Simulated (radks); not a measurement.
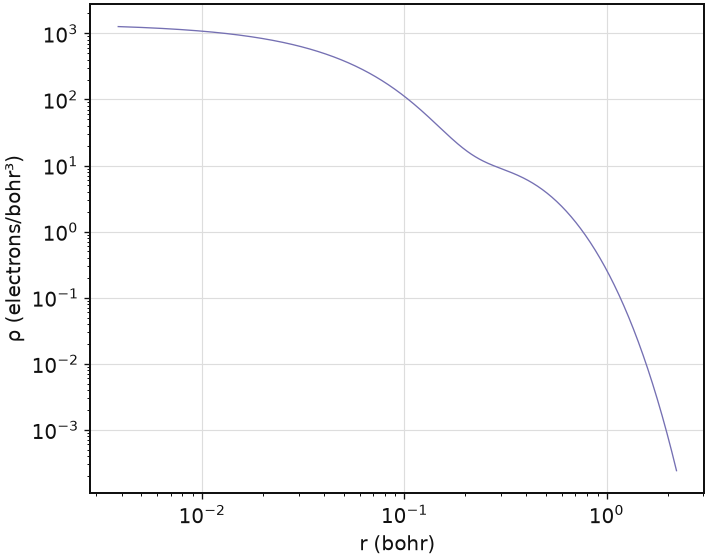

System: Al³⁺ (Z = 13, 10 electrons), configuration [Ne]. All numbers are computed, not measured: non-relativistic Kohn-Sham, SCAN, spin-polarised, spherical densities, point nucleus (the in-house radial solver radks).

The plot shows the electron density ρ(r) on a logarithmic scale.

### What does the plot show?

The density falls from 1300 electrons/bohr³ at the inner end (r = 0.0039 bohr) to 0.001 at r = 1.96 bohr, a common measure of the size of an atom or ion. At the nucleus d ln ρ/dr is −26 per bohr, near the cusp value −2Z = −26. The steps in the slope mark the shells; the radial density has its minima at 0.22 bohr.
